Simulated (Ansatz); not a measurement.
# C₅H₅F₃: small, medium and large basis sets

How large a basis does C₅H₅F₃ need? Two functionals are run in growing sets.

Program: Ansatz 0.2.0, Gaussian basis. Level of theory: one geometry, several basis sets. These are calculated values, not measurements.

Plan: PBE0-D4/def2-SVP; ωB97M-V/def2-SVP; PBE0-D4/def2-QZVPP; ωB97M-V/def2-QZVPP; the functionals' def2-TZVPP values are taken from earlier runs.

**1. The geometry**

The geometry comes from an earlier relaxation with PBE0-D4 in a triple-zeta def2 set; it is a stationary point, not always the lowest conformer.

SMILES `F[C@H]1[C@H](F)C=C[C@@H]1F`, 13 atoms, charge 0, spin multiplicity 1.

Atoms are counted from 1 here; the program's logs count them from 0.

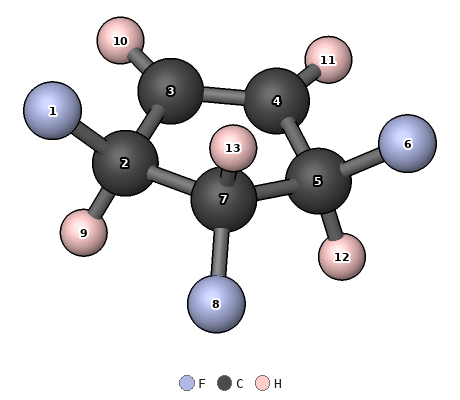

The structure; fluorine light blue, carbon dark grey, hydrogen pink; atoms are numbered from 1 in the order of the file.

**2. PBE0-D4 in def2-SVP**

in.yaml

```yaml
crystal:
  periodic: [false, false, false]
  atoms:
    - {symbol: F, position_ang: [-1.214627, -1.998938, -0.553556]}
    - {symbol: C, position_ang: [-0.870489, -0.858599, 0.149151]}
    - {symbol: C, position_ang: [0.445407, -1.001834, 0.837746]}
    - {symbol: C, position_ang: [1.212937, 0.065855, 0.651628]}
    - {symbol: C, position_ang: [0.531388, 1.091660, -0.190695]}
    - {symbol: F, position_ang: [1.363006, 1.587061, -1.178399]}
    - {symbol: C, position_ang: [-0.656429, 0.334865, -0.776212]}
    - {symbol: F, position_ang: [-1.777607, 1.121251, -0.888272]}
    - {symbol: H, position_ang: [-1.693677, -0.655025, 0.843589]}
    - {symbol: H, position_ang: [0.689177, -1.871883, 1.434422]}
    - {symbol: H, position_ang: [2.199093, 0.228371, 1.068193]}
    - {symbol: H, position_ang: [0.181309, 1.953432, 0.389072]}
    - {symbol: H, position_ang: [-0.388987, -0.030915, -1.771968]}
basis:
  gaussian: {orbitals: def2-SVP}
hamiltonian: {xc: pbe0, dispersion: d4}
output: {orbitals: {seedname: orbitals}}
```

Started as:

```console
$ ansatz run in.yaml --threads 4 --pin off --events-out ev --progress --plain --max-ram 11315MiB
```

The log of the run:

```text
Functional definition: PBE0
  name "PBE0"
  cite "Adamo & Barone, J. Chem. Phys. 110, 6158 (1999) doi:10.1063/1.478522"
  cite "Perdew, Burke & Ernzerhof, Phys. Rev. Lett. 77, 3865 (1996) doi:10.1103/PhysRevLett.77.3865"
  parent pbe
  parameter a = 0.25
  parameter kappa = 0.804
  parameter beta = 0.06672455060314922
  exchange = (1 - a)*pbe_x(kappa = kappa, mu = beta*pi^2/3) + a*exact_x
  correlation = pbe_c(beta = beta)
1524 factors; their error is unknown
mean field evaluation 1: about -13388.5023 eV, gradient 4.1e1 eV
mean field evaluation 2: about -13389.2834 eV, gradient 3.6e1 eV
mean field evaluation 4: about -13392.1185 eV, gradient 9.2e-1 eV
mean field evaluation 8: about -13392.1023 eV, gradient 3.9e-1 eV
mean field evaluation 16: about -13392.1026 eV, gradient 7.8e-5 eV
mean field -13392.10264929 eV, -492.1506948684 hartree, gradient 7.8e-5 eV, S^2 0.000000; 0 other end points of the search recorded, 0 dependent functions left out
reference -13392.10267173 eV, -492.1506956928 hartree; 31, 31 occupied and 106, 106 virtual orbitals, 1524 factors
Total energy: -13392.34799640 eV, -492.1597112084 hartree
```

Wall time 2.2 s (4 threads of Arm Neoverse V1, shared host).

**3. ωB97M-V in def2-SVP**

Changes to in.yaml since step 2:

```diff
@@ -18,3 +18,3 @@
   gaussian: {orbitals: def2-SVP}
-hamiltonian: {xc: pbe0, dispersion: d4}
+hamiltonian: {xc: {name: wB97M-V}}
 output: {orbitals: {seedname: orbitals}}
```

Same command.

The log of the run, cut to the lines that bear on the results:

```text
Functional definition: wB97M-V
  name "wB97M-V"
  cite "Mardirossian & Head-Gordon, J. Chem. Phys. 144, 214110 (2016) doi:10.1063/1.4952647"
  cite "Becke, J. Chem. Phys. 107, 8554 (1997) doi:10.1063/1.475007"
  cite "Vydrov & Van Voorhis, J. Chem. Phys. 133, 244103 (2010) doi:10.1063/1.3521275"
  # Of w^i u^j: cxij and so on, Table III.
[...]
  gx(w, u) = 1 - cx + cx01*u + cx10*w
  gss(w, u) = css00 + css04*u^4 + css10*w + css20*w^2 + css43*w^4*u^3
  gos(w, u) = cos00 + cos10*w + (cos20 + cos21*u)*w^2 + (cos60 + cos61*u)*w^6
[...]
      + integral(e_c_pw_mod_opposite_spin*gos(b97_w_opposite, b97_u_opposite)) + vv10(b, c)
1524 factors; their error is unknown
316 factors; integrals over basis functions are off by at most 4.7e-6 eV
[...]
mean field -13401.65674529 eV, -492.5018014200 hartree, gradient 7.2e-5 eV, S^2 0.000000; 0 other end points of the search recorded, 0 dependent functions left out
reference -13401.65678117 eV, -492.5018027388 hartree; 31, 31 occupied and 106, 106 virtual orbitals, 1524 factors
Total energy: -13401.65678117 eV, -492.5018027388 hartree
```

Wall time 8.5 s (4 threads of Arm Neoverse V1, shared host).

**4. PBE0-D4 in def2-QZVPP**

Changes to in.yaml since step 3:

```diff
@@ -17,4 +17,4 @@
 basis:
-  gaussian: {orbitals: def2-SVP}
-hamiltonian: {xc: {name: wB97M-V}}
+  gaussian: {orbitals: "def2-QZVPP.json"}
+hamiltonian: {xc: pbe0, dispersion: d4}
 output: {orbitals: {seedname: orbitals}}
```

The command is unchanged.

The log of the run:

```text
Functional definition: PBE0
  name "PBE0"
  cite "Adamo & Barone, J. Chem. Phys. 110, 6158 (1999) doi:10.1063/1.478522"
  cite "Perdew, Burke & Ernzerhof, Phys. Rev. Lett. 77, 3865 (1996) doi:10.1103/PhysRevLett.77.3865"
  parent pbe
  parameter a = 0.25
  parameter kappa = 0.804
  parameter beta = 0.06672455060314922
  exchange = (1 - a)*pbe_x(kappa = kappa, mu = beta*pi^2/3) + a*exact_x
  correlation = pbe_c(beta = beta)
1726 factors; their error is unknown
mean field evaluation 1: about -13401.9703 eV, gradient 5.6e1 eV
mean field evaluation 2: about -13401.3601 eV, gradient 5.6e1 eV
mean field evaluation 4: about -13408.5165 eV, gradient 4.3e0 eV
mean field evaluation 8: about -13408.5417 eV, gradient 4.2e-2 eV
mean field evaluation 16: about -13408.5406 eV, gradient 1.1e-4 eV
mean field -13408.54058298 eV, -492.7547777892 hartree, gradient 7.2e-5 eV, S^2 0.000000; 0 other end points of the search recorded, 0 dependent functions left out
reference -13408.54061877 eV, -492.7547791045 hartree; 31, 31 occupied and 575, 575 virtual orbitals, 1726 factors
Total energy: -13408.78594344 eV, -492.7637946200 hartree
```

Run time: 18 s. Hardware: 4 threads of Arm Neoverse V1, shared host; peak memory 2.8 GiB.

**5. ωB97M-V in def2-QZVPP**

Changes to in.yaml since step 4:

```diff
@@ -18,3 +18,3 @@
   gaussian: {orbitals: "def2-QZVPP.json"}
-hamiltonian: {xc: pbe0, dispersion: d4}
+hamiltonian: {xc: {name: wB97M-V}}
 output: {orbitals: {seedname: orbitals}}
```

Launched as before.

The log of the run, cut to the lines that bear on the results:

```text
Functional definition: wB97M-V
  name "wB97M-V"
  cite "Mardirossian & Head-Gordon, J. Chem. Phys. 144, 214110 (2016) doi:10.1063/1.4952647"
  cite "Becke, J. Chem. Phys. 107, 8554 (1997) doi:10.1063/1.475007"
  cite "Vydrov & Van Voorhis, J. Chem. Phys. 133, 244103 (2010) doi:10.1063/1.3521275"
  # Of w^i u^j: cxij and so on, Table III.
[...]
  gx(w, u) = 1 - cx + cx01*u + cx10*w
  gss(w, u) = css00 + css04*u^4 + css10*w + css20*w^2 + css43*w^4*u^3
  gos(w, u) = cos00 + cos10*w + (cos20 + cos21*u)*w^2 + (cos60 + cos61*u)*w^6
[...]
      + integral(e_c_pw_mod_opposite_spin*gos(b97_w_opposite, b97_u_opposite)) + vv10(b, c)
1726 factors; their error is unknown
406 factors; integrals over basis functions are off by at most 4.8e-6 eV
[...]
mean field -13418.51359370 eV, -493.1212791732 hartree, gradient 1.3e-5 eV, S^2 0.000000; 0 other end points of the search recorded, 0 dependent functions left out
reference -13418.51365062 eV, -493.1212812652 hartree; 31, 31 occupied and 575, 575 virtual orbitals, 1726 factors
Total energy: -13418.51365062 eV, -493.1212812652 hartree
```

Run time: 38 s. Hardware: 4 threads of Arm Neoverse V1, shared host; peak memory 3.1 GiB.

**6. Density functionals: the series**

The def2-TZVPP values come from earlier runs at the same geometry.

| functional | basis | functions | energy (eV) | from the largest (eV) | HOMO (eV) | LUMO (eV) |
| --- | --- | --- | --- | --- | --- | --- |
| PBE0-D4 | def2-SVP | 137 | -13392.3480 | 16.438 | -8.45 | -0.62 |
| PBE0-D4 | def2-TZVPP | 318 | -13408.0951 | 0.691 | -8.50 | -0.76 |
| PBE0-D4 | def2-QZVPP | 606 | -13408.7859 | 0.000 | -8.54 | -0.83 |
| ωB97M-V | def2-SVP | 137 | -13401.6568 | 16.857 | -10.69 | 1.62 |
| ωB97M-V | def2-TZVPP | 318 | -13417.8600 | 0.654 | -10.75 | 1.39 |
| ωB97M-V | def2-QZVPP | 606 | -13418.5137 | 0.000 | -10.79 | 1.26 |

**7. What came out**

```
                                       quantity           value
PBE0-D4: double and triple zeta above quadruple  16.44, 0.69 eV
ωB97M-V: double and triple zeta above quadruple  16.86, 0.65 eV
```

In words: For PBE0-D4 the step from double to triple zeta gains 15.75 eV and the next only 0.69 eV. These are total energies; as a rule much of such shifts cancels in differences, which this series doesn't test.

For PBE0-D4 the largest set took about 8 times as long as the smallest (18 s against 2.2 s).
